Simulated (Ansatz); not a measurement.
# Geometry relaxation of Si$_{2}$NH$_{9}$

- system: Si$_{2}$NH$_{9}$
- method: RKS B3LYP-D4/6-31G* (Ansatz 0.2.0)

It belongs to a series of runs on one base structure; here: end point A relaxed. Figures and captions count atoms from 1; the log counts them from 0 in places.

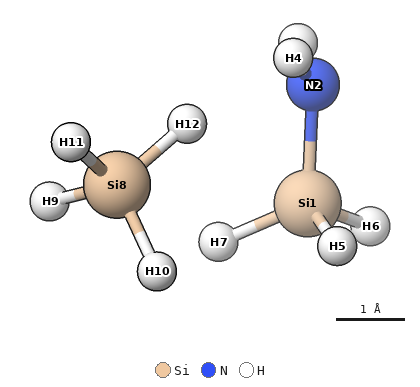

*The structure as given in the input (ball-and-stick view, seen at a tilt; atoms are numbered from 1 in the order of the input).*

Bond lengths as drawn: H–N 1.01 Å, H–Si 1.47 to 1.49 Å and N–Si 1.78 Å.

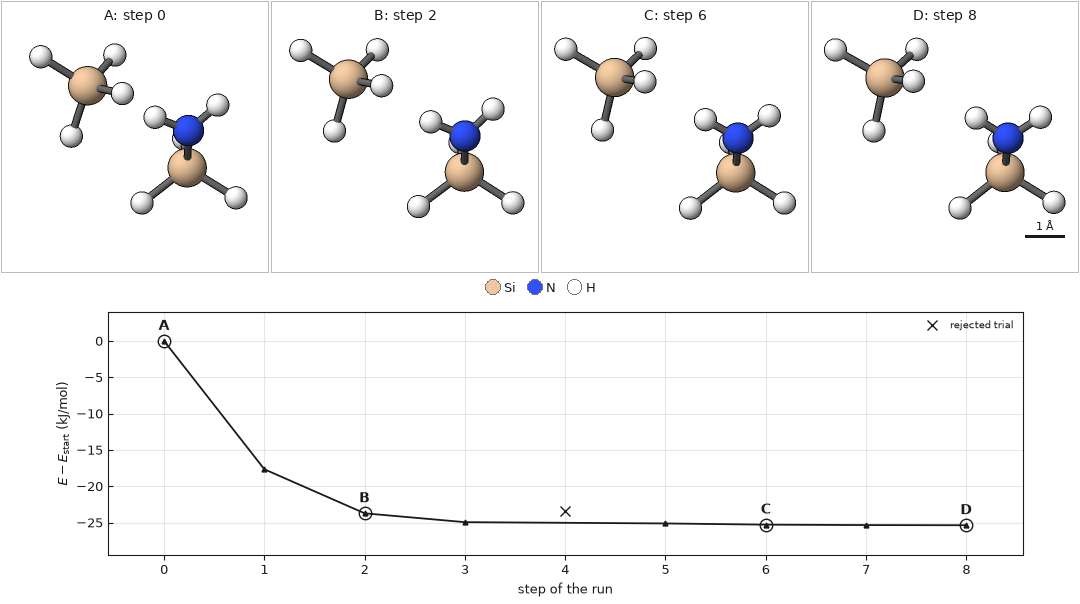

*Frames of the relaxation (ball-and-stick view, seen at a tilt) above the curves, on which the letters mark them (the first geometry is step 0 here and step 1 in the log).*

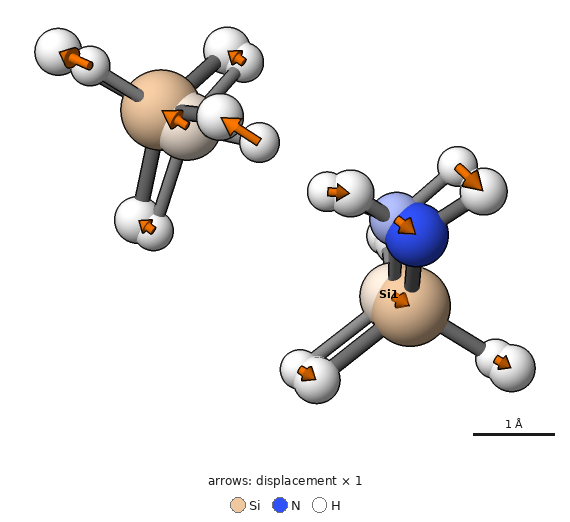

*Start (faint) and end (solid) with the displacements as orange arrows, at true length (ball-and-stick view, seen at a tilt). The two geometries are laid on each other by the best rigid fit.*

The energy falls by 25.4 kJ/mol in 8 geometry steps. Largest force component: 1.1 eV/Å at the start, 0.026 eV/Å at the end. The line search rejected the trial step at point 4 (counted from 0) and went back. The atom that moves furthest after the best rigid fit is H12 (0.59 Å). Largest moves by element: H 0.59 Å, Si 0.41 Å, N 0.33 Å. Among the contacts that change: Si1–N2 1.782 → 1.736 Å, Si8–H12 1.472 → 1.487 Å, Si1–H7 1.493 → 1.498 Å. (Atoms are counted from 1 in the order of the input.)

These pictures come from the run below.

Input file
```yaml
crystal:
  periodic: [false, false, false]
  atoms:
    - { symbol: Si, position_ang: [-0.109924, 0.287152, 0.141415] }
    - { symbol: "N", position_ang: [-0.271214, 0.587322, 1.890531] }
    - { symbol: H, position_ang: [-1.171581, 0.450448, 2.338197] }
    - { symbol: H, position_ang: [0.485569, 0.340917, 2.512424] }
    - { symbol: H, position_ang: [1.281668, 0.633055, -0.237384] }
    - { symbol: H, position_ang: [-1.077483, 1.175369, -0.554329] }
    - { symbol: H, position_ang: [-0.393597, -1.099348, -0.334991] }
    - { symbol: Si, position_ang: [1.590059, -2.502753, 1.191333] }
    - { symbol: H, position_ang: [0.570904, -3.520645, 0.830073] }
    - { symbol: H, position_ang: [2.323356, -2.080342, -0.0283] }
    - { symbol: H, position_ang: [2.556364, -3.109223, 2.150983] }
    - { symbol: H, position_ang: [0.927079, -1.350752, 1.822747] }
basis:
  gaussian: { orbitals: "6-31G*" }
hamiltonian:
  xc: b3lyp
  dispersion: d4
relax:
  f_tol: 0.03
  max_steps: 50
```

Launched with:
```bash
ansatz run input.yaml --threads 1 --pin off --max-ram 2048MiB --backend cpu --events-out ev --progress --plain --runs-dir out
```

What the program printed
```
The last accepted step is kept in [file] (removed where the run ends without a failure and the disk answers)
Engine: ansatz 0.2.0, aarch64-unknown-linux-gnu
Functional definition: B3LYP
  parameter a0 = 0.2
  parameter ax = 0.72
  parameter ac = 0.81
  exchange = (1 - a0 - ax)*slater_x + ax*b88_x + a0*exact_x
  correlation = (1 - ac)*vwn_rpa_c + ac*lyp_c
811 factors; integrals over basis functions are off by at most 6.6e-4 eV
mean field evaluation 1: about -17386.1910 eV, gradient 5.3e1 eV
mean field evaluation 2: about -17376.3994 eV, gradient 8.1e1 eV
mean field evaluation 4: about -17391.6864 eV, gradient 1.4e0 eV
mean field evaluation 8: about -17391.7075 eV, gradient 1.0e-2 eV
mean field -17391.70752671 eV, -639.1334630838 hartree, gradient 9.1e-6 eV, S^2 0.000000; 0 other end points of the search recorded, 0 dependent functions left out
the calculation of the forces begins
reference -17391.70779282 eV, -639.1334728630 hartree; 22, 22 occupied and 49, 49 virtual orbitals, 811 factors
relax step   1: F+E_penalty+E_count = -17392.05383011 eV  Δ(F+E_penalty+E_count) = +0.000e0 eV  max|allowed force component| = 1.090e0 eV/Å  Δτ_max = 0.0000 Å  (23 SCF iters, accepted)
these checks for a lower state are left out or cut short: starts, cluster_reference, orbital_swaps, neighbouring_geometries, increment
811 factors; integrals over basis functions are off by at most 6.8e-4 eV
mean field evaluation 16: about -17391.8981 eV, gradient 5.8e-2 eV
mean field -17391.91231894 eV, -639.1409890594 hartree, gradient 7.8e-5 eV, S^2 0.000000; 0 other end points of the search recorded, 0 dependent functions left out
the calculation of the forces begins
reference -17391.91259051 eV, -639.1409990394 hartree; 22, 22 occupied and 49, 49 virtual orbitals, 811 factors
relax step   2: F+E_penalty+E_count = -17392.23684708 eV  Δ(F+E_penalty+E_count) = -1.830e-1 eV  max|allowed force component| = 5.918e-1 eV/Å  Δτ_max = 0.1946 Å  (23 SCF iters, accepted)
these checks for a lower state are left out or cut short: starts, cluster_reference, orbital_swaps, neighbouring_geometries, increment
811 factors; integrals over basis functions are off by at most 6.8e-4 eV
mean field -17391.99533506 eV, -639.1440398457 hartree, gradient 5.8e-5 eV, S^2 0.000000; 0 other end points of the search recorded, 0 dependent functions left out
the calculation of the forces begins
reference -17391.99561170 eV, -639.1440500121 hartree; 22, 22 occupied and 49, 49 virtual orbitals, 811 factors
relax step   3: F+E_penalty+E_count = -17392.29969145 eV  Δ(F+E_penalty+E_count) = -6.284e-2 eV  max|allowed force component| = 1.488e-1 eV/Å  Δτ_max = 0.1999 Å  (23 SCF iters, accepted)
these checks for a lower state are left out or cut short: starts, cluster_reference, orbital_swaps, neighbouring_geometries, increment
811 factors; integrals over basis functions are off by at most 6.8e-4 eV
mean field -17392.02360211 eV, -639.1450786405 hartree, gradient 5.2e-5 eV, S^2 0.000000; 0 other end points of the search recorded, 0 dependent functions left out
the calculation of the forces begins
reference -17392.02388324 eV, -639.1450889718 hartree; 22, 22 occupied and 49, 49 virtual orbitals, 811 factors
relax step   4: F+E_penalty+E_count = -17392.31232108 eV  Δ(F+E_penalty+E_count) = -1.263e-2 eV  max|allowed force component| = 1.338e-1 eV/Å  Δτ_max = 0.1652 Å  (23 SCF iters, accepted)
these checks for a lower state are left out or cut short: starts, cluster_reference, orbital_swaps, neighbouring_geometries, increment
811 factors; integrals over basis functions are off by at most 6.9e-4 eV
mean field evaluation 32: about -17392.0072 eV, gradient 6.8e-2 eV
mean field -17392.00721965 eV, -639.1444765964 hartree, gradient 5.3e-5 eV, S^2 0.000000; 0 other end points of the search recorded, 0 dependent functions left out
the calculation of the forces begins
reference -17392.00750096 eV, -639.1444869343 hartree; 22, 22 occupied and 49, 49 virtual orbitals, 811 factors
relax step   5: F+E_penalty+E_count = -17392.29594723 eV  Δ(F+E_penalty+E_count) = +1.637e-2 eV  max|allowed force component| = 8.781e-1 eV/Å  Δτ_max = 0.0603 Å  (23 SCF iters, rejected (line search))
these checks for a lower state are left out or cut short: starts, cluster_reference, orbital_swaps, neighbouring_geometries, increment
811 factors; integrals over basis functions are off by at most 6.9e-4 eV
mean field -17392.02518680 eV, -639.1451368767 hartree, gradient 5.3e-5 eV, S^2 0.000000; 0 other end points of the search recorded, 0 dependent functions left out
the calculation of the forces begins
reference -17392.02546781 eV, -639.1451472038 hartree; 22, 22 occupied and 49, 49 virtual orbitals, 811 factors
relax step   6: F+E_penalty+E_count = -17392.31415846 eV  Δ(F+E_penalty+E_count) = -1.837e-3 eV  max|allowed force component| = 2.869e-2 eV/Å  Δτ_max = 0.0301 Å  (22 SCF iters, accepted)
these checks for a lower state are left out or cut short: starts, cluster_reference, orbital_swaps, neighbouring_geometries, increment
811 factors; integrals over basis functions are off by at most 6.9e-4 eV
mean field -17392.02619541 eV, -639.1451739426 hartree, gradient 5.4e-5 eV, S^2 0.000000; 0 other end points of the search recorded, 0 dependent functions left out
the calculation of the forces begins
reference -17392.02647599 eV, -639.1451842537 hartree; 22, 22 occupied and 49, 49 virtual orbitals, 811 factors
relax step   7: F+E_penalty+E_count = -17392.31587367 eV  Δ(F+E_penalty+E_count) = -1.715e-3 eV  max|allowed force component| = 4.656e-2 eV/Å  Δτ_max = 0.0648 Å  (21 SCF iters, accepted)
these checks for a lower state are left out or cut short: starts, cluster_reference, orbital_swaps, neighbouring_geometries, increment
811 factors; integrals over basis functions are off by at most 7.0e-4 eV
mean field -17392.02535456 eV, -639.1451430419 hartree, gradient 5.4e-5 eV, S^2 0.000000; 0 other end points of the search recorded, 0 dependent functions left out
the calculation of the forces begins
reference -17392.02563447 eV, -639.1451533283 hartree; 22, 22 occupied and 49, 49 virtual orbitals, 811 factors
relax step   8: F+E_penalty+E_count = -17392.31647173 eV  Δ(F+E_penalty+E_count) = -5.981e-4 eV  max|allowed force component| = 7.954e-2 eV/Å  Δτ_max = 0.0652 Å  (23 SCF iters, accepted)
these checks for a lower state are left out or cut short: starts, cluster_reference, orbital_swaps, neighbouring_geometries, increment
811 factors; integrals over basis functions are off by at most 7.0e-4 eV
mean field -17392.02486246 eV, -639.1451249574 hartree, gradient 1.1e-5 eV, S^2 0.000000; 0 other end points of the search recorded, 0 dependent functions left out
the calculation of the forces begins
reference -17392.02514225 eV, -639.1451352398 hartree; 22, 22 occupied and 49, 49 virtual orbitals, 811 factors
relax step   9: F+E_penalty+E_count = -17392.31671070 eV  Δ(F+E_penalty+E_count) = -2.390e-4 eV  max|allowed force component| = 2.563e-2 eV/Å  Δτ_max = 0.0169 Å  (20 SCF iters, accepted)
811 factors; integrals over basis functions are off by at most 7.0e-4 eV
mean field evaluation 64: about -17392.0249 eV, gradient 2.4e-2 eV
mean field -17392.02486246 eV, -639.1451249574 hartree, gradient 1.1e-5 eV, S^2 0.000000; 1 other end points of the search recorded, 0 dependent functions left out
the calculation of the forces begins
reference -17392.02514225 eV, -639.1451352398 hartree; 22, 22 occupied and 49, 49 virtual orbitals, 811 factors
Total energy: -17392.31699050 eV, -639.1558604649 hartree
Atom 0 at    -0.249384     0.510026     0.128183 Å, force    -0.006661     0.000237    -0.008590 eV/Å
Atom 1 at    -0.432275     0.868160     1.816913 Å, force    -0.001711    -0.012976     0.025629 eV/Å
Atom 2 at    -1.367348     0.864498     2.209031 Å, force     0.014850     0.001361    -0.002262 eV/Å
Atom 3 at     0.218859     0.447114     2.470832 Å, force    -0.014720     0.012321    -0.015391 eV/Å
Atom 4 at     1.140920     0.850974    -0.271692 Å, force     0.000858    -0.004974     0.001568 eV/Å
Atom 5 at    -1.222742     1.354167    -0.614168 Å, force     0.000833     0.000654    -0.000469 eV/Å
Atom 6 at    -0.489342    -0.906498    -0.294734 Å, force     0.006903     0.001271    -0.000521 eV/Å
Atom 7 at     1.821663    -2.836572     1.250187 Å, force     0.004505    -0.006014     0.009637 eV/Å
Atom 8 at     0.707924    -3.745144     0.878128 Å, force    -0.002457     0.006937    -0.002147 eV/Å
Atom 9 at     2.455408    -2.281087     0.028395 Å, force    -0.006168     0.003419     0.002268 eV/Å
Atom 10 at     2.833868    -3.589717     2.036518 Å, force    -0.001875     0.003711    -0.000968 eV/Å
Atom 11 at     1.293650    -1.724723     2.085107 Å, force     0.005645    -0.005945    -0.008753 eV/Å
Dipole moment:    -0.078070    -0.164855     0.225154 e Å
```

Trajectory as extended XYZ (Å, eV, eV/Å), 9 frames, from step=1 to step=9
```
12
Properties=species:S:1:pos:R:3:forces:R:3 step=1 energy=-17392.05383
Si   -0.1099    0.2872    0.1414   -0.2767   0.4725   1.0564
N    -0.2712    0.5873    1.8905   -0.2254   0.2442  -1.0895
H    -1.1716    0.4504    2.3382    0.0790   0.0164  -0.0363
H     0.4856    0.3409    2.5124   -0.0381   0.0191   0.0030
H     1.2817    0.6331   -0.2374   -0.0098  -0.0050  -0.0090
H    -1.0775    1.1754   -0.5543   -0.0016   0.0067  -0.0038
H    -0.3936   -1.0993   -0.3350    0.0138  -0.0049   0.0053
Si    1.5901   -2.5028    1.1913    0.2962  -0.5370  -0.0057
H     0.5709   -3.5206    0.8301   -0.0055  -0.0077  -0.0018
H     2.3234   -2.0803   -0.0283    0.0049   0.0149   0.0167
H     2.5564   -3.1092    2.1510   -0.0140   0.0160  -0.0242
H     0.9271   -1.3508    1.8227    0.1771  -0.2351   0.0889
12
Properties=species:S:1:pos:R:3:forces:R:3 step=2 energy=-17392.23685
Si   -0.1680    0.3826    0.1481   -0.0751   0.1047   0.5790
N    -0.3389    0.7172    1.8677   -0.0497   0.0202  -0.5918
H    -1.2309    0.5283    2.3117    0.0063   0.0294  -0.0134
H     0.4175    0.4537    2.4854    0.0272  -0.0474  -0.0013
H     1.2332    0.6945   -0.2307   -0.0144   0.0753   0.0095
H    -1.1307    1.2498   -0.5734   -0.0211   0.0373  -0.0670
H    -0.4243   -1.0201   -0.3088   -0.0408   0.0255   0.0252
Si    1.6783   -2.6547    1.1946    0.0215  -0.0227  -0.0306
H     0.6192   -3.6284    0.8276    0.0838  -0.0844   0.0023
H     2.3804   -2.1693   -0.0219    0.0275  -0.0807   0.0339
H     2.6427   -3.2320    2.1642    0.0539  -0.1414  -0.0626
H     1.0326   -1.5104    1.8581   -0.0191   0.0842   0.1169
12
Properties=species:S:1:pos:R:3:forces:R:3 step=3 energy=-17392.29969
Si   -0.2422    0.4863    0.1222    0.0889  -0.0006   0.1488
N    -0.3780    0.7798    1.8335   -0.0930   0.0199  -0.1016
H    -1.2641    0.5919    2.2898    0.0043   0.0361  -0.0002
H     0.3835    0.4725    2.4275   -0.0044  -0.0058  -0.0373
H     1.1599    0.8073   -0.2506   -0.0153   0.0326  -0.0327
H    -1.1953    1.3670   -0.6027   -0.0090   0.0103   0.0168
H    -0.5063   -0.9106   -0.3441   -0.0233  -0.0135  -0.0066
Si    1.7509   -2.7583    1.2486    0.0595  -0.0860  -0.0448
H     0.7012   -3.7358    0.8638    0.0021  -0.0054   0.0148
H     2.4443   -2.2668    0.0313    0.0159  -0.0071   0.0072
H     2.7339   -3.4098    2.1576   -0.0295   0.0169  -0.0288
H     1.1234   -1.6123    1.9457    0.0036   0.0025   0.0643
12
Properties=species:S:1:pos:R:3:forces:R:3 step=4 energy=-17392.31232
Si   -0.2767    0.5407    0.1180   -0.0324   0.0057   0.0622
N    -0.4331    0.8529    1.8209   -0.0345  -0.0271   0.0426
H    -1.3372    0.7390    2.2721    0.1338   0.0152  -0.0878
H     0.3059    0.5156    2.4295   -0.0742   0.0084  -0.0262
H     1.1250    0.8630   -0.2596   -0.0179   0.0002   0.0000
H    -1.2276    1.4214   -0.6120    0.0065  -0.0007   0.0047
H    -0.5508   -0.8574   -0.3434    0.0170  -0.0022   0.0040
Si    1.8205   -2.8545    1.2551    0.0245  -0.0277  -0.0036
H     0.7544   -3.8168    0.8753    0.0077   0.0113   0.0064
H     2.5032   -2.3504    0.0364   -0.0030  -0.0047   0.0101
H     2.8090   -3.5286    2.1399   -0.0174   0.0077  -0.0266
H     1.2185   -1.7137    1.9903   -0.0101   0.0138   0.0143
12
Properties=species:S:1:pos:R:3:forces:R:3 step=5 energy=-17392.29595 accepted=F
Si   -0.2828    0.5358    0.1235    0.2246   0.0200  -0.0775
N    -0.4197    0.8693    1.8206    0.1172   0.2268  -0.5662
H    -1.3170    0.7788    2.2422   -0.8781   0.0125   0.3171
H     0.2576    0.4839    2.4466    0.6045  -0.2464   0.2912
H     1.1131    0.8710   -0.2612    0.0029  -0.0116  -0.0462
H    -1.2349    1.4092   -0.6121   -0.0356  -0.0108   0.0425
H    -0.5309   -0.8688   -0.3347   -0.0350   0.0067   0.0382
Si    1.8248   -2.8548    1.2550   -0.0420   0.0570  -0.0031
H     0.7487   -3.8028    0.8778   -0.0316  -0.0155  -0.0124
H     2.5020   -2.3460    0.0379    0.0014   0.0206  -0.0246
H     2.8131   -3.5474    2.1148    0.0553  -0.0382   0.0549
H     1.2372   -1.7170    2.0122    0.0164  -0.0213  -0.0138
12
Properties=species:S:1:pos:R:3:forces:R:3 step=6 energy=-17392.31416
Si   -0.2739    0.5365    0.1205   -0.0016   0.0033   0.0086
N    -0.4324    0.8585    1.8195   -0.0047  -0.0027   0.0106
H    -1.3418    0.7656    2.2588    0.0229   0.0083  -0.0287
H     0.2886    0.5027    2.4369   -0.0133  -0.0079   0.0020
H     1.1246    0.8629   -0.2630   -0.0041   0.0030  -0.0018
H    -1.2287    1.4115   -0.6105   -0.0033  -0.0040   0.0021
H    -0.5376   -0.8654   -0.3353    0.0035  -0.0020   0.0069
Si    1.8221   -2.8537    1.2551    0.0065  -0.0072  -0.0082
H     0.7488   -3.8072    0.8755   -0.0003   0.0045   0.0024
H     2.4963   -2.3404    0.0360   -0.0031   0.0010   0.0050
H     2.8154   -3.5418    2.1214   -0.0033   0.0009  -0.0062
H     1.2298   -1.7180    2.0079    0.0008   0.0029   0.0073
12
Properties=species:S:1:pos:R:3:forces:R:3 step=7 energy=-17392.31587
Si   -0.2644    0.5269    0.1247    0.0112  -0.0057  -0.0334
N    -0.4313    0.8677    1.8176    0.0336  -0.0034   0.0205
H    -1.3539    0.8235    2.2323   -0.0466   0.0048   0.0175
H     0.2526    0.4739    2.4541   -0.0011  -0.0012  -0.0043
H     1.1284    0.8622   -0.2688    0.0105   0.0017  -0.0076
H    -1.2308    1.3860   -0.6091   -0.0063   0.0002  -0.0009
H    -0.5137   -0.8823   -0.3169   -0.0003  -0.0007   0.0079
Si    1.8246   -2.8510    1.2532   -0.0114   0.0238   0.0060
H     0.7353   -3.7859    0.8752   -0.0079  -0.0007  -0.0014
H     2.4803   -2.3177    0.0330   -0.0035   0.0055   0.0012
H     2.8275   -3.5666    2.0838    0.0067  -0.0043   0.0068
H     1.2565   -1.7256    2.0436    0.0151  -0.0200  -0.0124
12
Properties=species:S:1:pos:R:3:forces:R:3 step=8 energy=-17392.31647
Si   -0.2514    0.5122    0.1291    0.0134  -0.0092  -0.0223
N    -0.4322    0.8742    1.8168   -0.0052  -0.0388   0.0795
H    -1.3695    0.8808    2.2054    0.0430  -0.0001  -0.0065
H     0.2122    0.4452    2.4742   -0.0488   0.0354  -0.0522
H     1.1380    0.8518   -0.2740    0.0060   0.0035  -0.0015
H    -1.2268    1.3558   -0.6111   -0.0004  -0.0028  -0.0034
H    -0.4866   -0.9057   -0.2933   -0.0064   0.0073   0.0062
Si    1.8255   -2.8434    1.2500   -0.0093   0.0275   0.0122
H     0.7129   -3.7523    0.8749    0.0039   0.0016   0.0036
H     2.4568   -2.2836    0.0286   -0.0013  -0.0038   0.0068
H     2.8394   -3.5925    2.0384   -0.0075   0.0020  -0.0075
H     1.2929   -1.7312    2.0837    0.0125  -0.0227  -0.0148
12
Properties=species:S:1:pos:R:3:forces:R:3 step=9 energy=-17392.31671
Si   -0.2494    0.5100    0.1282   -0.0067   0.0002  -0.0086
N    -0.4323    0.8682    1.8169   -0.0017  -0.0130   0.0256
H    -1.3673    0.8645    2.2090    0.0149   0.0014  -0.0023
H     0.2189    0.4471    2.4708   -0.0147   0.0123  -0.0154
H     1.1409    0.8510   -0.2717    0.0009  -0.0050   0.0016
H    -1.2227    1.3542   -0.6142    0.0008   0.0007  -0.0005
H    -0.4893   -0.9065   -0.2947    0.0069   0.0013  -0.0005
Si    1.8217   -2.8366    1.2502    0.0045  -0.0060   0.0096
H     0.7079   -3.7451    0.8781   -0.0025   0.0069  -0.0021
H     2.4554   -2.2811    0.0284   -0.0062   0.0034   0.0023
H     2.8339   -3.5897    2.0365   -0.0019   0.0037  -0.0010
H     1.2936   -1.7247    2.0851    0.0056  -0.0059  -0.0088
```

Key numbers

```json
{"quantity": "outcome", "value": "converged"}
{"quantity": "total energy", "value": "−17392.3170 eV"}
{"quantity": "mean-field energy", "value": "−17392.0251 eV"}
{"quantity": "largest force (length of the vector) at the end", "value": "0.029 eV/Å"}
{"quantity": "hardware", "value": "1 thread of Arm Neoverse V2, 24 GiB of memory available, shared host"}
{"quantity": "wall time", "value": "27 s"}
{"quantity": "peak memory", "value": "0.14 GiB"}
```
